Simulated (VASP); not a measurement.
Band structure of SnS₂ (space group P6_3mc). These are modified Becke-Johnson potential (mBJ) with spin-orbit coupling, VASP's PBE PAW potentials (set 64) (plane waves; VASP) values and carry that method's errors.

mBJ is a potential without an energy functional, so only the levels count. Without a dispersion term in the relaxation, distances and binding between the weakly bound layers, chains or molecules are unreliable, and so is what depends on them.

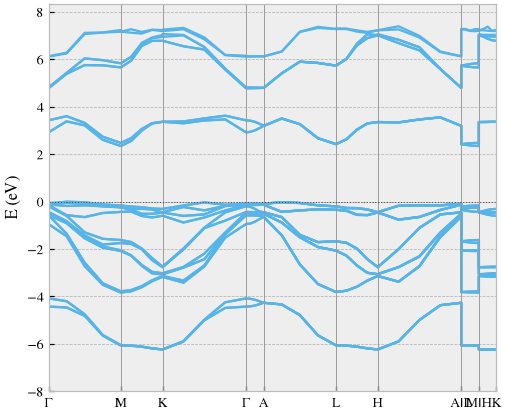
Bands along high-symmetry lines, zero at the valence-band maximum or, without a gap, the Fermi level

**Question.** Read the plot: is there a gap, and where are the band edges?

**Answer.** The gap is indirect, 2.34 eV, from the valence maximum at (0.17, 0.00, 0.00) to the conduction minimum at M.

The structure comes from a computed database's SnS2 entry (P6_3mc); how it stands against other phases isn't given here. It was relaxed first, which changed the volume by +8 %. The cell's shape comes from a PBE relaxation.
